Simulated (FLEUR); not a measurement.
# How the smearing moves the magnetism of CrIr3, part 2 of 2

Wanted: the cheapest choice of the smearing that holds the magnetic results of CrIr3.

FLEUR MaX-R8.1; LDA (VWN); all-electron FLAPW, Dirac cores, scalar-relativistic bands.

So far, largest spin moment in the muffin-tin sphere (μB): step 3 (rung 2 (width 0.25 eV), start ferro +) 1.21; step 4 (smearing width 0.12 eV) 1.53; step 5 (smearing width 0.05 eV) 1.57.

## (6) Rung 5 (width 0.02 eV), start ferro +

The input, inp.xml:

```
<?xml version="1.0" encoding="UTF-8" standalone="no"?>
<fleurInput fleurInputVersion="0.39">
   <comment>
      CrIr3
   </comment>
   <calculationSetup>
      <cutoffs Kmax="3.6" Gmax="10.8" GmaxXC="10.8" numbands="0"/>
      <scfLoop itmax="90" minDistance="0.00002" maxIterBroyd="15" imix="Anderson" alpha="0.1" precondParam="0.0" spinf="2.0" sdNocoIR="T"/>
      <coreElectrons ctail="T" frcor="F" kcrel="0" coretail_lmax="0"/>
      <xcFunctional name="vwn" relativisticCorrections="F"/>
      <magnetism jspins="2"/>
      <soc l_soc="F" theta="0.0" phi="0.0" spav="F"/>
      <expertModes spex="0" secvar="F"/>
      <geometryOptimization l_f="F" forcealpha="1.0" forcemix="BFGS" epsdisp="0.00001" epsforce="0.00001"/>
      <ldaU l_linMix="F" mixParam="0.05" spinf="1.0"/>
   </calculationSetup>
   <cell>
      <bzIntegration valenceElectrons="59.0" mode="hist" fermiSmearingEnergy="0.00073499">
         <kPointListSelection listName="default-1"/>
         <xi:include xmlns:xi="http://www.w3.org/2001/XInclude" href="kpts.xml"> </xi:include>
      </bzIntegration>
      <xi:include xmlns:xi="http://www.w3.org/2001/XInclude" href="sym.xml"> </xi:include>
      <bulkLattice scale="1.0">
         <bravaisMatrix>
            <row-1>    7.2076751127272773     0.0000000000000000     0.0000000000000000</row-1>
            <row-2>    0.0000000000000000     7.2076751127272773     0.0000000000000000</row-2>
            <row-3>    0.0000000000000000     0.0000000000000000     7.2076751127272773</row-3>
         </bravaisMatrix>
      </bulkLattice>
   </cell>
   <atomSpecies>
      <species name="Chromium (2.500" element="Cr" atomicNumber="24">
         <mtSphere radius="2.48" gridPoints="819" logIncrement="0.015"/>
         <atomicCutoffs lmax="10" lnonsphr="8"/>
         <electronConfig flipSpins="F">
            <coreConfig>(1s1/2) (2s1/2) (2p1/2) (2p3/2)</coreConfig>
            <valenceConfig>(3s1/2) (3p1/2) (3p3/2) (4s1/2) (3d3/2) (3d5/2)</valenceConfig>
            <stateOccupation state="(4s1/2)" spinUp="0.5" spinDown="0.5"/>
            <stateOccupation state="(3d3/2)" spinUp="1.0" spinDown="1.0"/>
            <stateOccupation state="(3d5/2)" spinUp="2.75" spinDown="0.25"/>
         </electronConfig>
         <energyParameters s="4" p="4" d="3" f="4"/>
         <lo type="SCLO" l="0" n="3" eDeriv="0"/>
         <lo type="SCLO" l="1" n="3" eDeriv="0"/>
      </species>
      <species name="Iridium (Ir)" element="Ir" atomicNumber="77">
         <mtSphere radius="2.48" gridPoints="819" logIncrement="0.016"/>
         <atomicCutoffs lmax="10" lnonsphr="8"/>
         <electronConfig flipSpins="F">
            <coreConfig>(1s1/2) (2s1/2) (2p1/2) (2p3/2) (3s1/2) (3p1/2) (3p3/2) (4s1/2) (3d3/2) (3d5/2) (4p1/2) (4p3/2) (5s1/2) (4d3/2) (4d5/2) (4f5/2) (4f7/2)</coreConfig>
            <valenceConfig>(5p1/2) (5p3/2) (6s1/2) (5d3/2) (5d5/2)</valenceConfig>
            <stateOccupation state="(5d3/2)" spinUp="1.400000" spinDown="1.400000"/>
            <stateOccupation state="(5d5/2)" spinUp="2.100000" spinDown="2.100000"/>
         </electronConfig>
         <energyParameters s="6" p="6" d="5" f="5"/>
         <lo type="SCLO" l="1" n="5" eDeriv="0"/>
      </species>
   </atomSpecies>
   <atomGroups>
      <atomGroup species="Chromium (2.500">
         <relPos label="                   1">.0000000000 .0000000000 .0000000000</relPos>
         <force calculate="T" relaxXYZ="TTT"/>
      </atomGroup>
      <atomGroup species="Iridium (Ir)">
         <relPos label="                   2">.0000000000 1.000/2.000 1.000/2.000</relPos>
         <relPos label="                   3">1.000/2.000 1.000/2.000 .0000000000</relPos>
         <relPos label="                   4">1.000/2.000 .0000000000 1.000/2.000</relPos>
         <force calculate="T" relaxXYZ="TTT"/>
      </atomGroup>
   </atomGroups>
   <output dos="F" band="F" slice="F">
      <bandDOS minEnergy="-.5*Htr" maxEnergy="0.5*Htr" sigma="0.015" storeEVData="T"/>
      <plotting iplot="0" polar="F">
         <plot TwoD="T" vec1="  1.0  0.0  0.0" vec2="  0.0  1.0  0.0" vec3="  0.0  0.0  1.0" zero="  0.0  0.0  0.0" file="plot"/>
      </plotting>
      <moessbauerParams electricFieldGradient="F" isomerShift="F" coreHyperfine="F" valenceHyperfine="F"/>
   </output>
</fleurInput>
```

The input, crystal.txt:

```
CrIr3
&input film=F cartesian=F /
3.81413741330  0.00000000000  0.00000000000
0.00000000000  3.81413741330  0.00000000000
0.00000000000  0.00000000000  3.81413741330
1.8897261246
1.0 1.0 1.0

4
24 0.00000000000  0.00000000000  0.00000000000 : 2.500
77 0.00000000000  0.50000000000  0.50000000000
77 0.50000000000  0.50000000000  0.00000000000
77 0.50000000000  0.00000000000  0.50000000000

&kpt div1=8 div2=8 div3=8 gamma=T /
```

On the command line:

```bash
> OMP_NUM_THREADS=1 inpgen -f crystal.txt > inpgen.log  # inp.xml is then edited as shown
> OMP_NUM_THREADS=1 mpirun -n 4 fleur_MPI > fleur.log
```

What it wrote:

```text
[banner, memory and clock lines left out]
Welcome to FLEUR        (www.flapw.de)
      MaX-Release 8.1          (www.max-centre.eu)

 ========== k-point set info ==========
 Selected k-point list: default-1
 k-point list type: mesh
 0 x 0 x 0
 Number of k points: 36

 [... set-up left out ...]
 Iteration:     1   Distance:      46.22653626 me/bohr^3
 Iteration:     2   Distance:      20.67007656 me/bohr^3
 Iteration:     3   Distance:      12.74003519 me/bohr^3
 Iteration:     4   Distance:      10.40924104 me/bohr^3
 Iteration:     5   Distance:       5.11448885 me/bohr^3
[...]
<sumOfEigenvalues value="   -33438.0157781588">
               <coreElectrons value="-33417.2740018287"/>
               <valenceElectrons value="-20.7417763301"/>
            </sumOfEigenvalues>
         [... left out ...]
            <freeEnergy value="-54593.3048205728"/>
            <extrapolationTo0K value="-54593.3047668396"/>
         </totalEnergy>
         <densityConvergence units="me/bohr^3">
            <chargeDensity spin="1" distance="0.0000087955"/>
            <chargeDensity spin="2" distance="0.0000133897"/>
            <overallChargeDensity distance="0.0000125267"/>
            <spinDensity distance="0.0000188779"/>
         </densityConvergence>
      </iteration>
```

Elapsed: 40 s, on 4 MPI ranks of Arm Neoverse V1, shared host; peak memory 0.23 GiB.

This step gave:

```yaml
free_energy: -1485559.5039 eV
program_s_band_gap_on_this_mesh_in_a_metal_only_a_level_spacing: 0.02101 eV
magnetization: 1.189 μB
final_state: ferromagnetic, with opposed induced moments
largest_moment: 1.573 μB
```

The largest moment is that of rung 4, at 1.0 times its CPU time.

## (7) The rungs together

Ladder, by row:

```tsv
rung	smearing (eV)	state from the first start	moment, first (μB)	CPU time (s), all starts
1	0.5	non-magnetic	0	244.1
2	0.25	ferromagnetic	1.209	193.9
3	0.12	ferromagnetic	1.527	168.2
4	0.05	ferromagnetic	1.573	159.2
5	0.02	ferromagnetic	1.573	159.2
```

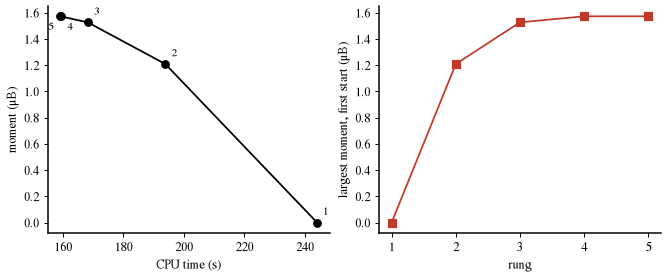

Result against cost, rungs numbered as in the table, and the moment by rung.

## (8) Outcome

```json
{
 "range of the moment in the table, first start": "0 to 1.57 μB",
 "range of CPU time": "2.7 min to 4.1 min",
 "first rung from which all stay within 0.03 μB of the last": "4"
}
```

What this shows: From rung 4 on the result stays within 3.8e-4 μB of the last rung, inside the margin of 0.03 μB set for it, at 100 % of the last rung's cost. The mesh stays the same, and a narrow smearing needs a finer one, so the last rung is no sure reference. Only the parallel order fits this cell, so the ladder says nothing of other orders. The end states change along the ladder, as the table shows.

[Logs and program files are shortened in this print: banners, set-up blocks, solver, clock and traceback lines can be left out without a mark of their own.]

[Logs are printed without paths, hosts, clocks, repeated set-up lines and the standing remarks that a program may print on its own settings, such as how far it seeks lower states.]

[Hosts, paths, dates, database ids (printed as entryN), source tags and the programs' standing remarks are cut or masked in the printed files.]

[Where a cell is said to come from a database of computed structures, the database is the Materials Project.]
